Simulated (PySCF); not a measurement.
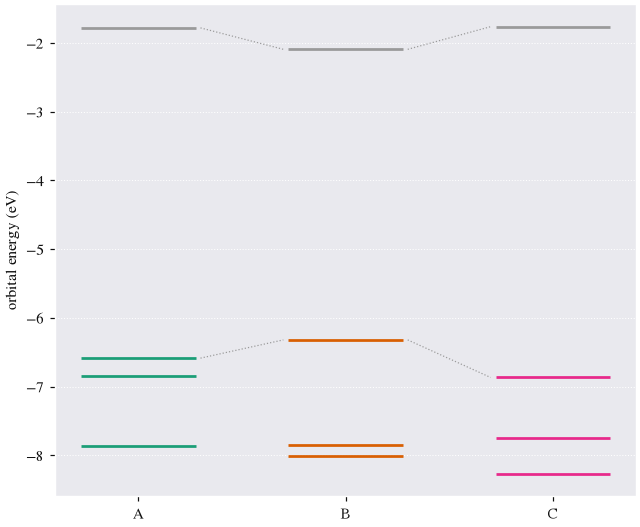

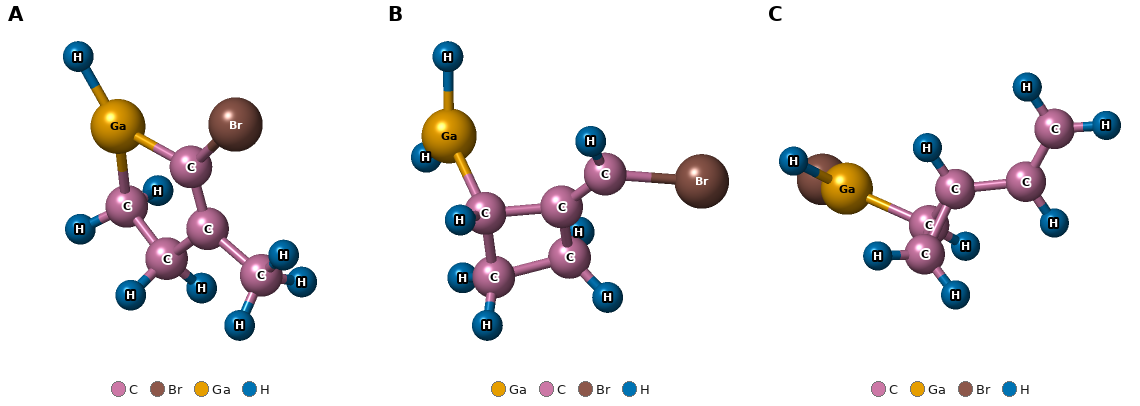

Related molecules: A is C₅H₈BrGa, SMILES CC1=[C](Br)[GaH][CH2]C1, singlet; B is C₅H₈BrGa, SMILES [GaH2][C@H]1CC/C1=C\Br, singlet; C is C₅H₈BrGa, SMILES C=C[C@@H]1C[C@H]1[GaH][Br], singlet. Frontier orbital energies, B3LYP/def2-SVPD with PySCF 2.14.0, at a GFN2-xTB geometry (no frequency check); drawn are at most three filled levels and, in grey, the LUMO with any level within 0.03 eV of it; dotted lines join the HOMOs and the LUMOs.

Q: What does the change do to the frontier levels?

A: From A to B the HOMO rises by 0.27 eV and the LUMO falls by 0.31 eV, so the separation goes from 4.81 to 4.23 eV. From A to C the HOMO falls by 0.28 eV and the LUMO hardly moves, so the separation goes from 4.81 to 5.10 eV.

Caveats, for all or some of the runs: one conformer of a flexible molecule; spin-orbit coupling is left out, and with Br it can shift these levels and split any degenerate set; the tight-binding geometry is rougher than a DFT one and adds to the error.
